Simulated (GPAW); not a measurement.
# Work function of Sc2NS2 MXene monolayer at several levels, part 2 of 2

How far do functional and basis move the work function of Sc2NS2 MXene monolayer?

GPAW 26.7.0; GPAW, PAW setups; layer in a repeated cell with vacuum, relaxation of atoms and in-plane cell (the session's first sound run).

So far, upper work function (eV): step 3 (plane waves, PBE) 6.80; step 4 (GPAW, PAW setups) 7.19.

### 5. OptPBE vdW: xc = "optPBE-vdW"

Level of this step: GPAW, PAW setups; slab in vacuum (GPAW).

The same geometry under optPBE-vdW, to see how far the functional moves the levels against the vacuum (the van der Waals functionals take revPBE setups).

Input file run.py:

```python
import json
import numpy as np
from ase import Atoms
from gpaw import GPAW, PW

slab = Atoms(
    ['S', 'Sc', 'N', 'Sc', 'S'],
    positions=[
        [-0.00000, 1.90707, 9.00000],
        [1.65157, 0.95354, 10.67506],
        [-0.00000, 0.00000, 11.95423],
        [-0.00000, 1.90707, 13.23340],
        [1.65157, 0.95354, 14.90846]],
    cell=[[3.30314, -0.0, 0.0], [-1.65157, 2.86061, 0.0], [0.0, 0.0, 23.9085]],
    pbc=[True, True, False])

slab.calc = GPAW(mode=PW(500), xc='optPBE-vdW', kpts={'size': (12, 12, 1), 'gamma': True},
                 occupations={'name': 'fermi-dirac', 'width': 0.05}, nbands='160%',
                 convergence={'density': 1e-05}, maxiter=200,
                 poissonsolver={'dipolelayer': 'xy'},
                 symmetry={'tolerance': 1e-3}, txt='slab.txt')
result = {}
energy = slab.get_potential_energy()
fermi = slab.calc.get_fermi_level()
v = slab.calc.get_electrostatic_potential().mean((0, 1)) - fermi
n = slab.calc.get_pseudo_density().mean((0, 1))
L = slab.cell[2, 2]
z = np.arange(len(v)) * L / len(v)
low, high = slab.positions[:, 2].min(), slab.positions[:, 2].max()
below, above = np.interp([low - 6.8, high + 6.8], z, v)
slopes = [np.interp(x, z, np.gradient(v, z)) for x in (low - 6.8, high + 6.8)]
eps = np.array([[slab.calc.get_eigenvalues(k, s) for k in range(len(slab.calc.get_ibz_k_points()))]
                for s in range(slab.calc.get_number_of_spins())]) - fermi
top, bottom = eps[eps < 0].max(), eps[eps > 0].min()
dipole = slab.get_dipole_moment()[2]
print(f'energy {energy:.4f} eV, Fermi level {fermi:.4f} eV, dipole {dipole:.5f} e A')
print(f'potential 6.8 A off the faces, from the Fermi level: lower {below:.4f} eV, upper {above:.4f} eV')
print(f'slope of the potential there: lower {slopes[0]:.5f}, upper {slopes[1]:.5f} eV/A')
print(f'nearest levels on the mesh: {top:.4f} and {bottom:.4f} eV')
print('magnetic moment', round(slab.get_magnetic_moment(), 3))
result.update(energy=energy, fermi=fermi, dipole=dipole, below=below, above=above, slopes=slopes, edges=[top, bottom],
              z=z.tolist(), v=v.tolist(), n=n.tolist(), positions=slab.positions.tolist(),
              forces=slab.get_forces(apply_constraint=False).tolist(), moments=slab.get_magnetic_moments().tolist())
json.dump(result, open('result.json', 'w'))
```

The run is started by

```bash
OMP_NUM_THREADS=1 OPENBLAS_NUM_THREADS=1 python run.py
```

The log of the run:

```text
energy -60.3414 eV, Fermi level -2.3591 eV, dipole -0.00057 e A
potential 6.8 A off the faces, from the Fermi level: lower 7.0117 eV, upper 7.0226 eV
slope of the potential there: lower -0.00007, upper 0.00007 eV/A
nearest levels on the mesh: -0.0168 and 0.0655 eV
magnetic moment 0.0
```

Elapsed: 95 s, on 1 thread of Arm Neoverse V1, shared host; peak memory 0.48 GiB.

This step gave:

```yaml
levels_nearest_the_fermi_level_on_the_mesh: -0.01678, 0.06546 eV from the Fermi level
upper_work_function: 7.023 eV
lower_work_function: 7.012 eV
```

The electrostatic potential energy of an electron (without an applied field's), less the Fermi level, planar mean oscillates, so the rows of the table below give means over windows of 1.72 Å about each position, cut where the curve ends. Its maxima inside the range that stand out by 2 % of the span (Å: eV): 9.8: -2.34, 11.5: -3.89, 12.4: -3.89, 14.2: -2.34. Its minima: 9.0: -15.8, 10.7: -13.8, 12.0: -9.95, 13.2: -13.8, 14.9: -15.8.

Table of electrostatic potential energy of an electron (without an applied field's), less the Fermi level, planar mean by z; means over each step:

| z (Å) | electrostatic potential energy of an electron (without an applied field's), less the Fermi level, planar mean (eV) |
| --- | --- |
| 0.86 | 7.01 |
| 2.58 | 7.01 |
| 4.30 | 7.01 |
| 6.02 | 7.00 |
| 7.74 | 4.60 |
| 9.46 | -7.86 |
| 11.18 | -8.88 |
| 12.90 | -8.69 |
| 14.62 | -7.36 |
| 16.34 | 5.57 |
| 18.06 | 7.01 |
| 19.78 | 7.02 |
| 21.50 | 7.02 |
| 23.22 | 7.02 |

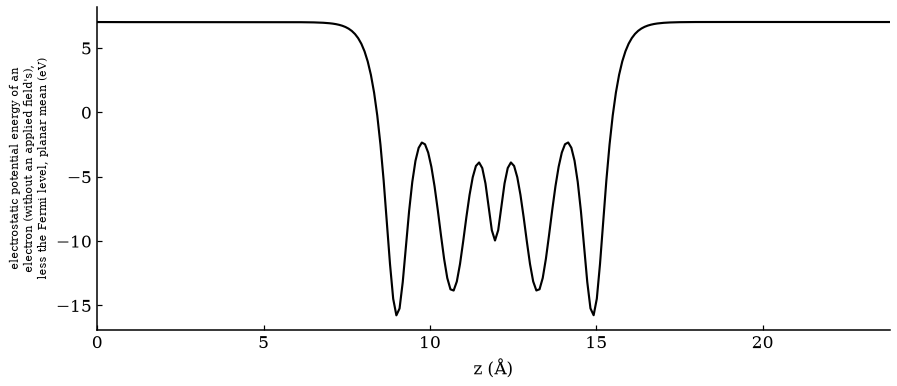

Electrostatic potential energy of an electron (without an applied field's), less the Fermi level, planar mean, plotted against z.

The upper face's work function is 7.023 eV, against 6.800 eV in the first plane-wave PBE run at this geometry.

### 6. Self-consistent run: xc = "RPBE"

The same geometry under RPBE, to see how far the functional moves the levels against the vacuum.

run.py, as its differences from that of step 5:

```diff
@@ -16,3 +16,3 @@
 
-slab.calc = GPAW(mode=PW(500), xc='optPBE-vdW', kpts={'size': (12, 12, 1), 'gamma': True},
+slab.calc = GPAW(mode=PW(500), xc='RPBE', kpts={'size': (12, 12, 1), 'gamma': True},
                  occupations={'name': 'fermi-dirac', 'width': 0.05}, nbands='160%',
```

The log of the run:

```text
energy -30.6061 eV, Fermi level -2.1189 eV, dipole -0.00057 e A
potential 6.8 A off the faces, from the Fermi level: lower 6.7167 eV, upper 6.7277 eV
slope of the potential there: lower -0.00007, upper 0.00007 eV/A
nearest levels on the mesh: -0.0201 and 0.0652 eV
magnetic moment 0.0
```

Run time: 84 s. Hardware: 1 thread; peak memory 0.28 GiB.

This step gave:

```
levels nearest the Fermi level on the mesh : -0.02008, 0.06521 eV from the Fermi level
upper work function                        : 6.728 eV
lower work function                        : 6.717 eV
```

The upper face's work function is 6.728 eV, against 6.800 eV in the first plane-wave PBE run at this geometry.

### 7. Self-consistent run: xc = "revPBE"

The same geometry under revPBE, to see how far the functional moves the levels against the vacuum.

run.py, as its differences from that of step 6:

```diff
@@ -16,3 +16,3 @@
 
-slab.calc = GPAW(mode=PW(500), xc='RPBE', kpts={'size': (12, 12, 1), 'gamma': True},
+slab.calc = GPAW(mode=PW(500), xc='revPBE', kpts={'size': (12, 12, 1), 'gamma': True},
                  occupations={'name': 'fermi-dirac', 'width': 0.05}, nbands='160%',
```

The log of the run:

```text
energy -30.8489 eV, Fermi level -2.1242 eV, dipole -0.00057 e A
potential 6.8 A off the faces, from the Fermi level: lower 6.7111 eV, upper 6.7220 eV
slope of the potential there: lower -0.00007, upper 0.00007 eV/A
nearest levels on the mesh: -0.0195 and 0.0646 eV
magnetic moment 0.0
```

Wall time 84 s (1 thread); peak memory 0.28 GiB.

This step gave:

```yaml
levels_nearest_the_fermi_level_on_the_mesh: -0.01952, 0.06461 eV from the Fermi level
upper_work_function: 6.722 eV
lower_work_function: 6.711 eV
```

The upper face's work function is 6.722 eV, against 6.800 eV in the first plane-wave PBE run at this geometry.

### 8. Self-consistent run: xc = "LDA"

The same geometry under LDA, to see how far the functional moves the levels against the vacuum.

run.py, as its differences from that of step 7:

```diff
@@ -16,3 +16,3 @@
 
-slab.calc = GPAW(mode=PW(500), xc='revPBE', kpts={'size': (12, 12, 1), 'gamma': True},
+slab.calc = GPAW(mode=PW(500), xc='LDA', kpts={'size': (12, 12, 1), 'gamma': True},
                  occupations={'name': 'fermi-dirac', 'width': 0.05}, nbands='160%',
```

The log of the run:

```text
energy -35.8135 eV, Fermi level -2.4101 eV, dipole -0.00057 e A
potential 6.8 A off the faces, from the Fermi level: lower 6.9798 eV, upper 6.9907 eV
slope of the potential there: lower -0.00007, upper 0.00007 eV/A
nearest levels on the mesh: -0.0114 and 0.0578 eV
magnetic moment 0.0
```

Wall time 82 s (1 thread); peak memory 0.28 GiB.

This step gave:

| Item | Value |
| --- | --- |
| dipole along the normal | -5.67e-4 e·Å |
| levels nearest the Fermi level on the mesh | -0.01138, 0.05778 eV from the Fermi level |
| upper work function | 6.991 eV |
| lower work function | 6.980 eV |

The electrostatic potential energy of an electron (without an applied field's), less the Fermi level, planar mean oscillates, so the rows of the table below give means over windows of 1.72 Å about each position, cut where the curve ends. Its maxima inside the range that stand out by 2 % of the span (Å: eV): 9.8: -2.11, 11.5: -3.61, 12.4: -3.61, 14.2: -2.10. Its minima: 9.0: -15.6, 10.7: -13.5, 12.0: -9.71, 13.2: -13.5, 14.9: -15.6.

Electrostatic potential energy of an electron (without an applied field's), less the Fermi level, planar mean against z; means over each step:

| z (Å) | electrostatic potential energy of an electron (without an applied field's), less the Fermi level, planar mean (eV) |
| --- | --- |
| 0.86 | 6.98 |
| 2.58 | 6.98 |
| 4.30 | 6.98 |
| 6.02 | 6.97 |
| 7.74 | 4.61 |
| 9.46 | -7.67 |
| 11.18 | -8.59 |
| 12.90 | -8.39 |
| 14.62 | -7.20 |
| 16.34 | 5.58 |
| 18.06 | 6.98 |
| 19.78 | 6.99 |
| 21.50 | 6.99 |
| 23.22 | 6.99 |

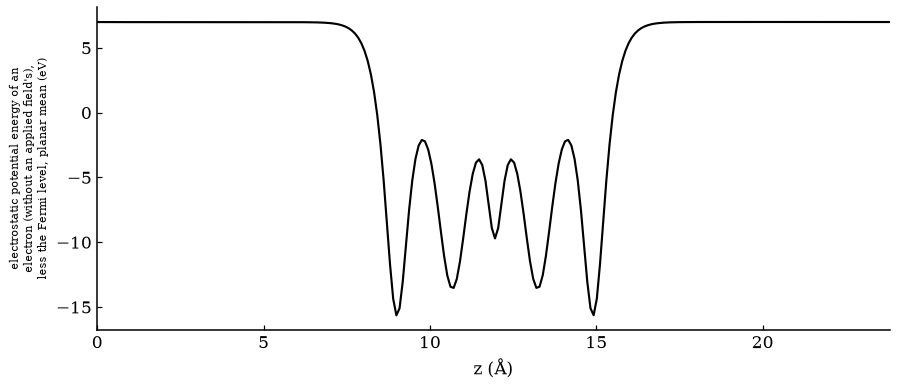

Electrostatic potential energy of an electron (without an applied field's), less the Fermi level, planar mean, plotted against z.

The upper face's work function is 6.991 eV, against 6.800 eV in the first plane-wave PBE run at this geometry.

### 9. Real-space grid: mode = "fd"

A real-space grid is a second complete basis, so it checks the plane-wave result.

run.py, as its differences from that of step 8:

```diff
@@ -3,3 +3,3 @@
 from ase import Atoms
-from gpaw import GPAW, PW
+from gpaw import GPAW
 
@@ -16,3 +16,3 @@
 
-slab.calc = GPAW(mode=PW(500), xc='LDA', kpts={'size': (12, 12, 1), 'gamma': True},
+slab.calc = GPAW(mode='fd', h=0.18, xc='PBE', kpts={'size': (12, 12, 1), 'gamma': True},
                  occupations={'name': 'fermi-dirac', 'width': 0.05}, nbands='160%',
```

The log of the run:

```text
energy -32.9451 eV, Fermi level -6.7940 eV, dipole -0.00057 e A
potential 6.8 A off the faces, from the Fermi level: lower 6.7885 eV, upper 6.7995 eV
slope of the potential there: lower -0.00000, upper 0.00000 eV/A
nearest levels on the mesh: -0.0193 and 0.0628 eV
magnetic moment 0.0
```

Wall time 3.4 min (1 thread); peak memory 0.69 GiB.

This step gave:

```
dipole along the normal                    : -5.74e-4 e·Å
levels nearest the Fermi level on the mesh : -0.01934, 0.06284 eV from the Fermi level
upper work function                        : 6.799 eV
lower work function                        : 6.789 eV
```

The upper face's work function is 6.799 eV, against 6.800 eV in the first plane-wave PBE run at this geometry.

### 10. Atomic orbitals: mode = "lcao"

Atom-centred orbitals end a few angstrom from the surface, which tests how much the density's tail matters.

run.py, as its differences from that of step 9:

```diff
@@ -16,4 +16,4 @@
 
-slab.calc = GPAW(mode='fd', h=0.18, xc='PBE', kpts={'size': (12, 12, 1), 'gamma': True},
-                 occupations={'name': 'fermi-dirac', 'width': 0.05}, nbands='160%',
+slab.calc = GPAW(mode='lcao', basis='dzp', h=0.18, xc='PBE', kpts={'size': (12, 12, 1), 'gamma': True},
+                 occupations={'name': 'fermi-dirac', 'width': 0.05}, nbands='120%',
                  convergence={'density': 1e-05}, maxiter=200,
```

The log of the run:

```text
energy -31.7035 eV, Fermi level -6.8003 eV, dipole -0.00057 e A
potential 6.8 A off the faces, from the Fermi level: lower 6.7949 eV, upper 6.8058 eV
slope of the potential there: lower 0.00000, upper 0.00000 eV/A
nearest levels on the mesh: -0.0146 and 0.0637 eV
magnetic moment 0.0
```

Elapsed: 4.1 min, on 1 thread; peak memory 0.32 GiB.

Numbers from this step:

| Property | Result |
| --- | --- |
| dipole along the normal | -5.75e-4 e·Å |
| levels nearest the Fermi level on the mesh | -0.01464, 0.06370 eV from the Fermi level |
| upper work function | 6.806 eV |
| lower work function | 6.795 eV |

The electrostatic potential energy of an electron (without an applied field's), less the Fermi level, planar mean oscillates, so the rows of the table below give means over windows of 1.72 Å about each position, cut where the curve ends. Its maxima inside the range that stand out by 2 % of the span (Å: eV): 9.8: -2.42, 11.5: -3.99, 12.4: -3.99, 14.1: -2.41. Its minima: 9.0: -15.7, 10.7: -13.9, 12.0: -10.00, 13.2: -13.9, 14.9: -15.7.

Electrostatic potential energy of an electron (without an applied field's), less the Fermi level, planar mean against z; means over each step:

| z (Å) | electrostatic potential energy of an electron (without an applied field's), less the Fermi level, planar mean (eV) |
| --- | --- |
| 0.86 | 6.79 |
| 2.58 | 6.79 |
| 4.30 | 6.79 |
| 6.02 | 6.79 |
| 7.74 | 4.47 |
| 9.46 | -7.95 |
| 11.18 | -8.94 |
| 12.90 | -8.74 |
| 14.62 | -7.45 |
| 16.34 | 5.44 |
| 18.06 | 6.80 |
| 19.78 | 6.81 |
| 21.50 | 6.81 |
| 23.22 | 6.81 |

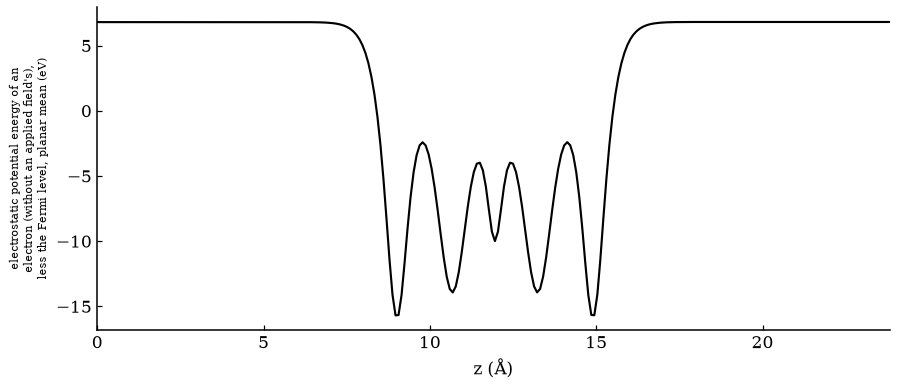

Electrostatic potential energy of an electron (without an applied field's), less the Fermi level, planar mean, plotted against z.

The upper face's work function is 6.806 eV, against 6.800 eV in the first plane-wave PBE run at this geometry.

### 11. The ladder

Times are for 1 thread of Arm Neoverse V1, shared host. The series side by side:

| no. | run | upper work function (eV) | lower work function (eV) | time | memory (GiB) |
| --- | --- | --- | --- | --- | --- |
| 1 | pw | 6.800 | 6.789 | 84 s | 0.28 |
| 2 | vdW DF2 | 7.186 | 7.175 | 1.7 min | 0.48 |
| 3 | optPBE vdW | 7.023 | 7.012 | 95 s | 0.48 |
| 4 | RPBE | 6.728 | 6.717 | 84 s | 0.28 |
| 5 | revPBE | 6.722 | 6.711 | 84 s | 0.28 |
| 6 | LDA | 6.991 | 6.980 | 82 s | 0.28 |
| 7 | fd | 6.799 | 6.789 | 3.4 min | 0.69 |
| 8 | lcao | 6.806 | 6.795 | 4.1 min | 0.32 |

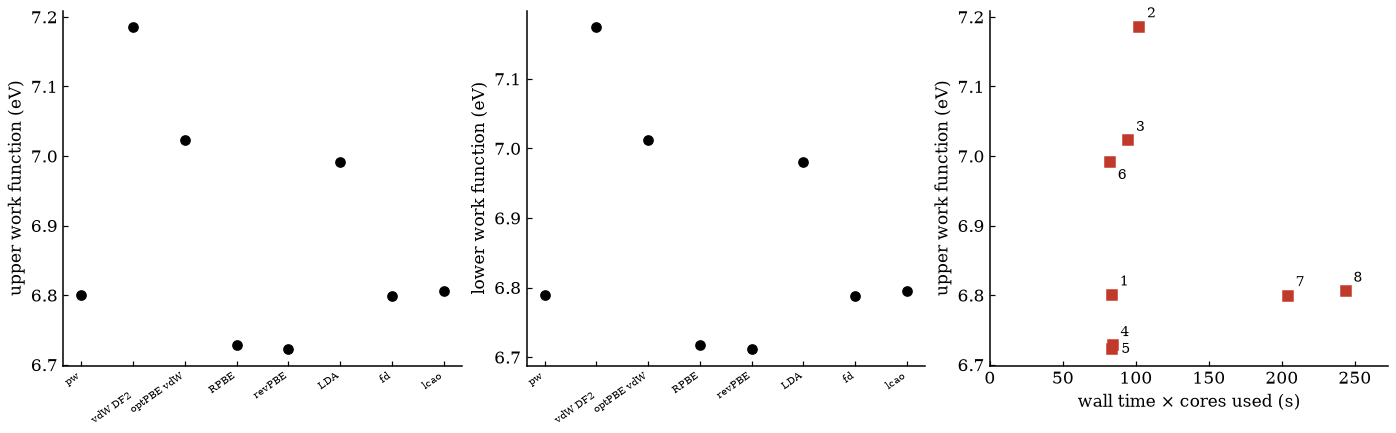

The series as plots; the last panel sets the first result against cost, with the runs numbered as in the table.

### 12. Side by side

Results and costs are gathered.

This step: comparison of work functions, dipole and cost (GPAW 26.7.0).

Ladder, by row:

| step | code | work function, upper (eV) | work function, lower (eV) | dipole (e Å) | wall time (s) | peak memory (GiB) | threads |
| --- | --- | --- | --- | --- | --- | --- | --- |
| pw | GPAW | 6.8 | 6.789 | -5.66e-4 | 83.75 | 0.28 | 1 |
| vdW-DF2 | GPAW | 7.186 | 7.175 | -5.66e-4 | 102.4 | 0.48 | 1 |
| optPBE-vdW | GPAW | 7.023 | 7.012 | -5.66e-4 | 94.84 | 0.48 | 1 |
| RPBE | GPAW | 6.728 | 6.717 | -5.66e-4 | 84.14 | 0.28 | 1 |
| revPBE | GPAW | 6.722 | 6.711 | -5.66e-4 | 83.76 | 0.28 | 1 |
| LDA | GPAW | 6.991 | 6.98 | -5.67e-4 | 82.34 | 0.28 | 1 |
| fd | GPAW | 6.799 | 6.789 | -5.74e-4 | 204.2 | 0.69 | 1 |
| lcao | GPAW | 6.806 | 6.795 | -5.75e-4 | 243.8 | 0.32 | 1 |

### 13. Summary of results

```json
{
  "work function, upper and lower face": "6.800 and 6.789 eV",
  "dipole along the normal": "-5.7e-4 e Å"
}
```

With plane waves and PBE the work function is 6.80 eV on the upper face and 6.79 eV on the lower. Over the sound runs of the table the upper face's work function spans 6.722 (revPBE) to 7.186 eV (vdW-DF2). The starting lattice was a guess from atomic radii; the relaxation moved it by 5 %. The small printed dipole stands for a step of 11 meV from the lower to the upper face, and the probes find 11 meV; values this small are near the numerical noise of both. The cell holds an odd number of electrons, so without spin polarisation it must come out metallic and without a moment, whatever its true state. The layer's cell and atoms come from the relaxation; spin-orbit coupling and temperature are left out.

[Logs are printed without paths, hosts, clocks, repeated set-up lines and the standing remarks that a program may print on its own settings, such as how far it seeks lower states.]

[Hosts, paths, dates, database ids (printed as entryN), source tags and the programs' standing remarks are cut or masked in the printed files.]
